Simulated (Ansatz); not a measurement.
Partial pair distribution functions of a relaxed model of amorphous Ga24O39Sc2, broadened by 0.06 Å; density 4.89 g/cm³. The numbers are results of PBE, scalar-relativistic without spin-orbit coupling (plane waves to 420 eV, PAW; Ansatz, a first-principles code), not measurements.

A CHGNet melt-quench gave the starting glass, which DFT then relaxed. O atoms were pushed apart under 1.9 Å during the dynamics, to hinder bonds among them. The hot cell started wider than the set density and was brought back towards it in steps. It is the lowest in DFT energy of 2 quenches. It is a model cell: composition and starting density were chosen by hand, and all elements were melted together. No dispersion term was used. Its density started from a set value of 4.89 and ended at 4.89 g/cm³. The quench (nominally 280 K/ps over its main leg) was far faster than any real one, so the model tends to hold more defects than a real film. A cell of this size samples the disorder only roughly. The volume was held where the preparation left it and the shape relaxed, at a PBE pressure of -0.9 GPa (tension). Stress components on the final sampling reach 1.0 GPa.

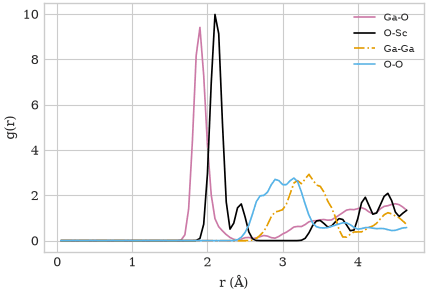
*Partial pair distribution functions*

Highest peaks under 4.5 Å: Ga-O near 1.90 Å, O-Sc near 2.10 Å, Ga-Ga near 3.35 Å, O-O near 3.15 Å; pairs of few atoms are noisy.

Within 2.36 Å each Ga has 4.42 O neighbours on average.
